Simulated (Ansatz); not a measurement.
```tsv
atom	x (Å)	y (Å)	z (Å)
B	-0.3606	1.9928	0.0219
H	0.6365	2.6300	-0.1525
O	-0.5412	0.8693	-0.7265
O	-1.3168	2.3486	0.9332
H	1.4562	-1.3803	0.7933
Si	0.8115	-2.2767	-0.1987
H	-1.3797	0.4313	-0.5069
H	-1.0851	3.1596	1.4051
H	1.2281	-1.9104	-1.5744
H	-0.6678	-2.1835	-0.0743
H	1.2190	-3.6806	0.0797
```

Computed with RKS B3LYP/6-31G* (Ansatz 0.2.0).

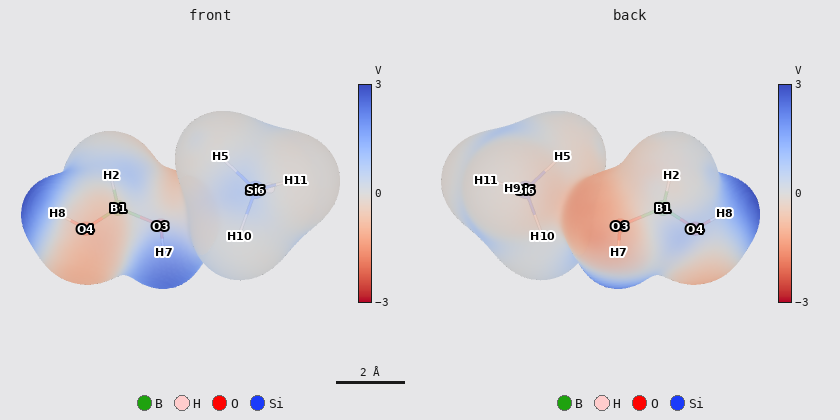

BH3O2···SiH4. The electrostatic potential painted on the density surface at 0.002 e/bohr³, seen from the front and from behind; the colour scale runs from red (negative) to blue (positive).

**Which sites attract a positive test charge, and which a negative one?**

A positive charge is drawn to the negative regions and a negative charge to the positive ones. The most negative region (about −1.4 V) lies over O3, the most positive (about +2.8 V) over H8. O3 is the likeliest acceptor of a hydrogen bond.
